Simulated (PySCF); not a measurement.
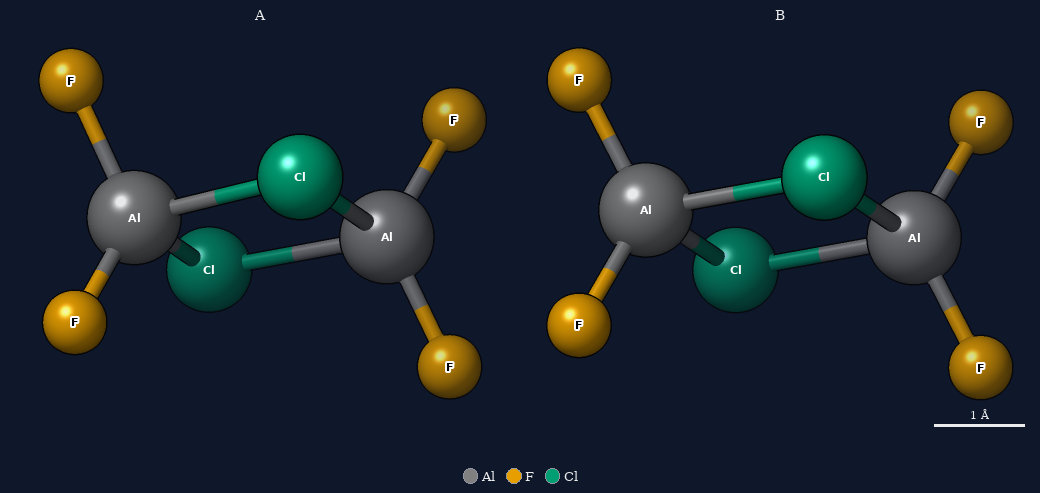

Two geometries of Al$_{2}$Cl$_{2}$F$_{4}$, drawn at one scale. One is the start of a relaxation, the other its converged end. A ball-and-stick model, seen at a tilt.

These are results of PBE0-D3(BJ)/def2-SVP geometry optimisation, gas phase in PySCF, not measurements. 

### Which of the two is the end point?

Structure B is the relaxed one. The start comes from GFN2-xTB. Its atoms were then displaced at random by about 0.03 Å. Over 9 geometry steps the energy falls by 0.610 eV. The atom that moves furthest after the best rigid fit is an F atom (0.18 Å). Largest moves by element: F 0.18 Å, Al 0.13 Å, Cl 0.07 Å. Among the contacts that change: Al–Cl 2.119 → 2.265 Å, Al–F 1.529 → 1.649 Å, Al–Cl 2.168 → 2.262 Å, Al–F 1.698 → 1.649 Å. Bond angles that change, for instance: Cl–Al–Cl 97.9° → 92.1°, F–Al–Cl 103.4° → 109.0°, Al–Cl–Al 83.7° → 87.9°.
